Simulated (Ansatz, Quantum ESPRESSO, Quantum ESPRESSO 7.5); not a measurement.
# Ballistic transmission: vacuum gap of 6.0 Å between two Al(111) faces

Wanted: the transmission near the Fermi level and the conductance of this junction: vacuum gap of 6.0 Å between two Al(111) faces.

Main program and level: Quantum ESPRESSO 7.5; plane-wave DFT, PBE, GBRV ultrasoft pseudopotentials (cross-check by Ansatz 0.2.0 with PAW datasets).

### Step 1. Set-up

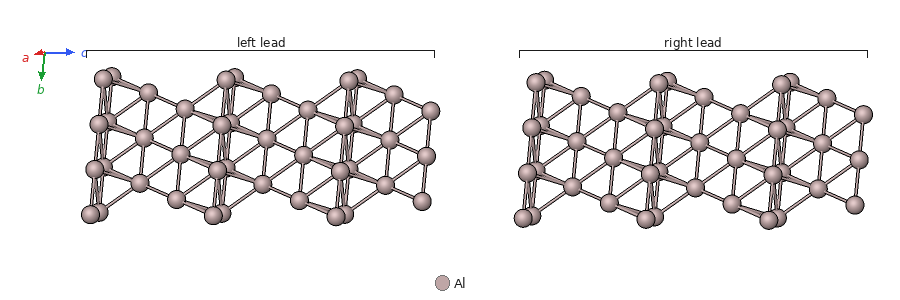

The starting structure, seen from the side, with the c axis across the page (aluminium light grey). 1×3×1 cells are drawn. Some periodic images of atoms are drawn too.

The cell holds 18 atoms: 18 Al. Its edges and angles: a = 2.857 Å, b = 2.857 Å, c = 45.652 Å, α = 90.0°, β = 90.0°, γ = 60.0°. It derives from Al. Regions: left lead, 9 atoms (9 Al); right lead, 9 atoms (9 Al). The structure is stacked along c, and the current runs across the ab planes.

### Step 2. SCF with pw.x

One periodic cell holds a stretch of lead, the junction and more lead; the atoms stay as built.

The input, scf.in:

```
&control
  prefix = 'scf'
  outdir = './out'
  pseudo_dir = './pseudo'
  calculation = 'scf'
  tprnfor = .true.
/
&system
  ibrav = 0
  nat = 18
  ntyp = 1
  ecutwfc = 40
  ecutrho = 200
  occupations = 'smearing'
  smearing = 'mv'
  degauss = 0.01
/
&electrons
  conv_thr = 1e-07
  mixing_beta = 0.25
  electron_maxstep = 120
  mixing_mode = 'local-TF'
/
ATOMIC_SPECIES
  Al  26.9815  al_pbe_v1.uspp.F.UPF
CELL_PARAMETERS angstrom
  2.85671139599365 0.00000000000000 0.00000000000000
  1.42835569799683 2.47398464021101 0.00000000000000
  0.00000000000000 0.00000000000000 45.65241648794350
ATOMIC_POSITIONS crystal
  Al  0.000000000000 0.000000000000 0.000000000000
  Al  0.333333333000 0.333333333000 0.051092478054
  Al  0.666666667000 0.666666667000 0.102184956108
  Al  0.000000000000 0.000000000000 0.153277434162
  Al  0.333333333000 0.333333333000 0.204369912216
  Al  0.666666667000 0.666666667000 0.255462390270
  Al  0.000000000000 0.000000000000 0.306554868324
  Al  0.333333333000 0.333333333000 0.357647346379
  Al  0.666666667000 0.666666667000 0.408739824433
  Al  0.000000000000 0.000000000000 0.540167697513
  Al  0.333333333000 0.333333333000 0.591260175567
  Al  0.666666667000 0.666666667000 0.642352653621
  Al  0.000000000000 0.000000000000 0.693445131676
  Al  0.333333333000 0.333333333000 0.744537609730
  Al  0.666666667000 0.666666667000 0.795630087784
  Al  0.000000000000 0.000000000000 0.846722565838
  Al  0.333333333000 0.333333333000 0.897815043892
  Al  0.666666667000 0.666666667000 0.948907521946
K_POINTS automatic
  10 10 1 0 0 0
```

Started as:

```console
OMP_NUM_THREADS=1 mpirun -n 2 pw.x -nk 2 -in scf.in > scf.out
```

The log of the run:

```text
Program PWSCF v.7.5 starts
[citation notice left out]

     Parallel version (MPI & OpenMP), running on       2 processor cores
     Number of MPI processes:                 2
     Threads/MPI process:                     1

     MPI processes distributed on     1 nodes
[...]
Current dimensions of program PWSCF are:
     Max number of different atomic species (ntypx) = 10
     Max number of k-points (npk) =  40000
     Max angular momentum in pseudopotentials (lmaxx) =  4
     Message from routine setup:
     using ibrav=0 with symmetry is DISCOURAGED, use correct ibrav instead

     K-points division:     npool     =       2
     Subspace diagonalization in iterative solution of the eigenvalue problem:
     a serial algorithm will be used

     G-vector sticks info
     --------------------
     sticks:   dense  smooth     PW     G-vecs:    dense   smooth      PW
     Sum         397     313    109               103565    74207   13541

     Using Slab Decomposition

     bravais-lattice index     =            0
     lattice parameter (alat)  =       5.3984  a.u.
     unit-cell volume          =    2177.3274 (a.u.)^3
     number of atoms/cell      =           18
     number of atomic types    =            1
     number of electrons       =        54.00
     number of Kohn-Sham states=           32
     kinetic-energy cutoff     =      40.0000  Ry
     charge density cutoff     =     200.0000  Ry
     scf convergence threshold =      1.0E-07
     mixing beta               =       0.2500
     number of iterations used =            8  local-TF  mixing
     Exchange-correlation= SLA  PW   PBE  PBE
                           (   1   4   3   4   0   0   0)

     celldm(1)=   5.398402  celldm(2)=   0.000000  celldm(3)=   0.000000
     celldm(4)=   0.000000  celldm(5)=   0.000000  celldm(6)=   0.000000

     crystal axes: (cart. coord. in units of alat)
               a(1) = (   1.000000   0.000000   0.000000 )
               a(2) = (   0.500000   0.866025   0.000000 )
               a(3) = (   0.000000   0.000000  15.980759 )

     reciprocal axes: (cart. coord. in units 2 pi/alat)
               b(1) = (  1.000000 -0.577350  0.000000 )
               b(2) = (  0.000000  1.154701  0.000000 )
               b(3) = (  0.000000  0.000000  0.062575 )

     PseudoPot. # 1 for Al read from file:
     ./pseudo/al_pbe_v1.uspp.F.UPF
     Pseudo is Ultrasoft + core correction, Zval =  3.0
     Generated by new atomic code, or converted to UPF format
     Using radial grid of  893 points,  3 beta functions with:
                l(1) =   0
                l(2) =   1
                l(3) =   2
     Q(r) pseudized with  8 coefficients,  rinner =    0.900   0.900   0.900
                                                       0.900   0.900

     atomic species   valence    mass     pseudopotential
     Al                3.00    26.98150     Al( 1.00)

      6 Sym. Ops. (no inversion) found

   Cartesian axes

     site n.     atom                  positions (alat units)
         1        Al     tau(   1) = (   0.0000000   0.0000000   0.0000000  )
         2        Al     tau(   2) = (   0.5000000   0.2886751   0.8164966  )
         3        Al     tau(   3) = (   1.0000000   0.5773503   1.6329932  )
         4        Al     tau(   4) = (   0.0000000   0.0000000   2.4494897  )
         5        Al     tau(   5) = (   0.5000000   0.2886751   3.2659863  )
         6        Al     tau(   6) = (   1.0000000   0.5773503   4.0824829  )
         7        Al     tau(   7) = (   0.0000000   0.0000000   4.8989795  )
         8        Al     tau(   8) = (   0.5000000   0.2886751   5.7154761  )
         9        Al     tau(   9) = (   1.0000000   0.5773503   6.5319726  )
        10        Al     tau(  10) = (   0.0000000   0.0000000   8.6322898  )
        11        Al     tau(  11) = (   0.5000000   0.2886751   9.4487864  )
        12        Al     tau(  12) = (   1.0000000   0.5773503  10.2652830  )
        13        Al     tau(  13) = (   0.0000000   0.0000000  11.0817796  )
        14        Al     tau(  14) = (   0.5000000   0.2886751  11.8982761  )
        15        Al     tau(  15) = (   1.0000000   0.5773503  12.7147727  )
        16        Al     tau(  16) = (   0.0000000   0.0000000  13.5312693  )
        17        Al     tau(  17) = (   0.5000000   0.2886751  14.3477659  )
        18        Al     tau(  18) = (   1.0000000   0.5773503  15.1642625  )

     number of k points=    14  Marzari-Vanderbilt smearing, width (Ry)=  0.0100
                       cart. coord. in units 2pi/alat
        k(    1) = (   0.0000000   0.0000000   0.0000000), wk =   0.0200000
        k(    2) = (   0.0000000   0.1154701   0.0000000), wk =   0.1200000
        k(    3) = (   0.0000000   0.2309401   0.0000000), wk =   0.1200000
        k(    4) = (   0.0000000   0.3464102   0.0000000), wk =   0.1200000
        k(    5) = (   0.0000000   0.4618802   0.0000000), wk =   0.1200000
        k(    6) = (   0.0000000  -0.5773503   0.0000000), wk =   0.0600000
        k(    7) = (   0.1000000   0.1732051   0.0000000), wk =   0.1200000
        k(    8) = (   0.1000000   0.2886751   0.0000000), wk =   0.2400000
        k(    9) = (   0.1000000   0.4041452   0.0000000), wk =   0.2400000
        k(   10) = (   0.1000000  -0.6350853   0.0000000), wk =   0.2400000
[...]
k(   14) = (   0.3000000  -0.6350853   0.0000000), wk =   0.1200000

     Dense  grid:   103565 G-vectors     FFT dimensions: (  25,  25, 400)

     Smooth grid:    74207 G-vectors     FFT dimensions: (  24,  24, 360)

     Estimated max dynamical RAM per process >     208.96 MB

     Estimated total dynamical RAM >     392.64 MB

     Initial potential from superposition of free atoms

     starting charge      53.9556, renormalised to      54.0000
     Starting wfcs are   72 randomized atomic wfcs

     total cpu time spent up to now is        6.6 secs

     per-process dynamical memory:   126.8 Mb

     Self-consistent Calculation

     iteration #  1     ecut=    40.00 Ry     beta= 0.25
     Davidson diagonalization with overlap
     ethr =  1.00E-02,  avg # of iterations =  2.9

     total cpu time spent up to now is       17.3 secs

     total energy              =    -120.67974889 Ry
     estimated scf accuracy    <       1.64557117 Ry

     iteration #  2     ecut=    40.00 Ry     beta= 0.25
[...]
negative rho (up, down):  5.476E-03 0.000E+00

[...]
total energy              =    -120.59816913 Ry
     estimated scf accuracy    <       1.29710526 Ry

[...]
total energy              =    -120.65656748 Ry
     estimated scf accuracy    <       0.03301940 Ry

     iteration #  8     ecut=    40.00 Ry     beta= 0.25
[...]
negative rho (up, down):  9.438E-07 0.000E+00

[...]
total energy              =    -120.65676001 Ry
     estimated scf accuracy    <       0.02658413 Ry

     iteration #  9     ecut=    40.00 Ry     beta= 0.25
[...]
total energy              =    -120.65661768 Ry
     estimated scf accuracy    <       0.01980062 Ry

     iteration # 10     ecut=    40.00 Ry     beta= 0.25
[...]
total energy              =    -120.65672307 Ry
     estimated scf accuracy    <       0.00663103 Ry

     iteration # 11     ecut=    40.00 Ry     beta= 0.25
[...]
total energy              =    -120.65678013 Ry
     estimated scf accuracy    <       0.00526357 Ry

     iteration # 12     ecut=    40.00 Ry     beta= 0.25
[...]
total energy              =    -120.65676813 Ry
     estimated scf accuracy    <       0.00489948 Ry

[... 34 further iterations ...]
     iteration # 47     ecut=    40.00 Ry     beta= 0.25
[...]
total energy              =    -120.65680708 Ry
     estimated scf accuracy    <       0.00000651 Ry

     iteration # 48     ecut=    40.00 Ry     beta= 0.25
[...]
total energy              =    -120.65680708 Ry
     estimated scf accuracy    <       0.00000669 Ry

     iteration # 49     ecut=    40.00 Ry     beta= 0.25
[...]
total energy              =    -120.65680707 Ry
     estimated scf accuracy    <       0.00000620 Ry

     iteration # 50     ecut=    40.00 Ry     beta= 0.25
[...]
total energy              =    -120.65680704 Ry
     estimated scf accuracy    <       0.00000516 Ry

     iteration # 51     ecut=    40.00 Ry     beta= 0.25
[...]
total energy              =    -120.65680702 Ry
     estimated scf accuracy    <       0.00000240 Ry

     iteration # 52     ecut=    40.00 Ry     beta= 0.25
[...]
total energy              =    -120.65680705 Ry
     estimated scf accuracy    <       0.00000062 Ry

     iteration # 53     ecut=    40.00 Ry     beta= 0.25
[...]
total energy              =    -120.65680706 Ry
     estimated scf accuracy    <       0.00000063 Ry

     iteration # 54     ecut=    40.00 Ry     beta= 0.25
[...]
total energy              =    -120.65680705 Ry
     estimated scf accuracy    <       0.00000293 Ry

     iteration # 55     ecut=    40.00 Ry     beta= 0.25
[...]
total energy              =    -120.65680705 Ry
     estimated scf accuracy    <       0.00000091 Ry

     iteration # 56     ecut=    40.00 Ry     beta= 0.25
[...]
End of self-consistent calculation

          k = 0.0000 0.0000 0.0000 (  9437 PWs)   bands (ev):

    -4.1841  -4.1219  -4.0186  -3.8768  -3.6995  -3.4764  -3.2138  -2.9201
    -2.5853  -2.2100  -1.8026  -1.3490  -0.8629  -0.3318   0.2180   0.8198
     1.4432   2.1628   2.6802   3.4887   4.2134   5.0348   5.7701   6.6816
     7.3795   8.4244   8.9778  10.2485  10.5473  12.1413  12.2151  14.0649

          k = 0.0000 0.1155 0.0000 (  9457 PWs)   bands (ev):

    -3.9422  -3.8802  -3.7770  -3.6353  -3.4583  -3.2355  -2.9732  -2.6800
    -2.3457  -1.9710  -1.5641  -1.1112  -0.6258  -0.0956   0.4534   1.0543
     1.6767   2.3967   2.9083   3.7172   4.4406   5.2596   5.9934   6.9009
     7.5978   8.6353   9.1901  10.4445  10.7497  12.3023  12.3958  14.0778

          k = 0.0000 0.2309 0.0000 (  9369 PWs)   bands (ev):

    -3.2187  -3.1570  -3.0542  -2.9131  -2.7369  -2.5150  -2.2538  -1.9619
    -1.6291  -1.2560  -0.8510  -0.4003   0.0828   0.6104   1.1566   1.7541
     2.3733   3.0928   3.5900   4.3967   5.1143   5.9225   6.6474   7.5326
     8.2154   9.1776   9.7185  10.4415  10.8957  10.9389  11.0086  11.1437

          k = 0.0000 0.3464 0.0000 (  9312 PWs)   bands (ev):

    -2.0200  -1.9586  -1.8566  -1.7166  -1.5417  -1.3215  -1.0623  -0.7727
    -0.4426  -0.0726   0.3288   0.7754   1.2538   1.7759   2.3158   2.9052
     3.5148   4.2205   4.7061   5.4743   6.1361   6.7553   7.0809   7.2382
     7.4206   7.6443   7.9026   8.0559   8.2135   8.2884   8.5583   8.7959

          k = 0.0000 0.4619 0.0000 (  9218 PWs)   bands (ev):

    -0.3571  -0.2964  -0.1956  -0.0573   0.1155   0.3328   0.5887   0.8741
     1.1993   1.5630   1.9569   2.3933   2.8579   3.3577   3.8576   4.2952
     4.3205   4.3609   4.4895   4.5313   4.6728   4.7584   4.9998   5.3085
     5.6499   5.9943   6.1914   6.3309   6.4609   6.6845   7.0916   7.2713

          k = 0.0000-0.5774 0.0000 (  9216 PWs)   bands (ev):

     1.7505   1.7507   1.8087   1.8104   1.9065   1.9085   2.0394   2.0420
     2.2029   2.2054   2.3768   2.4687   2.6649   2.7141   2.9385   2.9748
     3.2445   3.2794   3.5793   3.6050   3.8988   3.9261   4.2586   4.6177
     5.0048   5.3417   5.6179   5.6988   6.1080   6.1639   6.6751   6.7035

[...]
the Fermi energy is     7.1546 ev

!    total energy              =    -120.65680697 Ry
     estimated scf accuracy    <       0.00000008 Ry
     smearing contrib. (-TS)   =      -0.00078806 Ry
     internal energy E=F+TS    =    -120.65601891 Ry

     The total energy is F=E-TS. E is the sum of the following terms:
     one-electron contribution =     -82.31085087 Ry
     hartree contribution      =      66.29338151 Ry
     xc contribution           =     -77.12142542 Ry
     ewald contribution        =     -27.51712414 Ry

     convergence has been achieved in  56 iterations

     Forces acting on atoms (cartesian axes, Ry/au):

     atom    1 type  1   force =     0.00000000    0.00000000    0.00140788
     atom    2 type  1   force =     0.00000000    0.00000000    0.00140898
     atom    3 type  1   force =     0.00000000    0.00000000   -0.00017327
     atom    4 type  1   force =     0.00000000    0.00000000   -0.00172758
     atom    5 type  1   force =     0.00000000    0.00000000    0.00073904
     atom    6 type  1   force =     0.00000000    0.00000000    0.00080654
     atom    7 type  1   force =     0.00000000    0.00000000   -0.00056615
     atom    8 type  1   force =     0.00000000    0.00000000   -0.00050272
     atom    9 type  1   force =     0.00000000    0.00000000    0.00460501
     atom   10 type  1   force =     0.00000000    0.00000000   -0.00460524
     atom   11 type  1   force =     0.00000000    0.00000000    0.00049297
     atom   12 type  1   force =     0.00000000    0.00000000    0.00059738
     atom   13 type  1   force =     0.00000000    0.00000000   -0.00085064
     atom   14 type  1   force =     0.00000000    0.00000000   -0.00068289
     atom   15 type  1   force =     0.00000000    0.00000000    0.00167141
     atom   16 type  1   force =     0.00000000    0.00000000    0.00022631
     atom   17 type  1   force =     0.00000000    0.00000000   -0.00144127
     atom   18 type  1   force =     0.00000000    0.00000000   -0.00140576

     Total force =     0.007737     Total SCF correction =     0.000525

[...]
=------------------------------------------------------------------------------=
   JOB DONE.
=------------------------------------------------------------------------------=
```

Elapsed: 7.3 min, on 2 MPI ranks of Arm Neoverse N1, shared host; peak memory 0.43 GiB; 15 min of CPU time.

This step gave:

```
free energy  : -1641.6195 eV
Fermi energy : 7.155 eV
```

The program's own clock; routines nest. Time by routine:

```csv
routine,wall time (s),calls
PWSCF,438.9,1
electrons,430.6,1
c_bands,333.6,56
cegterg,297.4,392
h_psi,245.1,995
fftw,217.5,65318
vloc_psi,193.8,995
sum_band,67.97,56
calbec,38.2,1415
h_psi:calbec,25.44,995
add_vuspsi,25.39,995
s_psi,25.25,995
mix_rho,13.37,56
ffts,8.43,1510
```

The run needed 56 iterations to bring the estimated error under 1e-07 Ry; the largest force on any atom, held or free, is 0.12 eV/Å.

(Continued in part 2 of 4.)

[Logs are printed without paths, hosts, clocks, repeated set-up lines and the standing remarks that a program may print on its own settings, such as how far it seeks lower states.]

[Hosts, paths, dates, database ids (printed as entryN), source tags and the programs' standing remarks are cut or masked in the printed files.]

[Maps of the electrostatic potential energy from Ansatz leave out the sawtooth potential of an applied field or a dipole correction, so their vacuum need not be flat; planar profiles and work functions include it.]
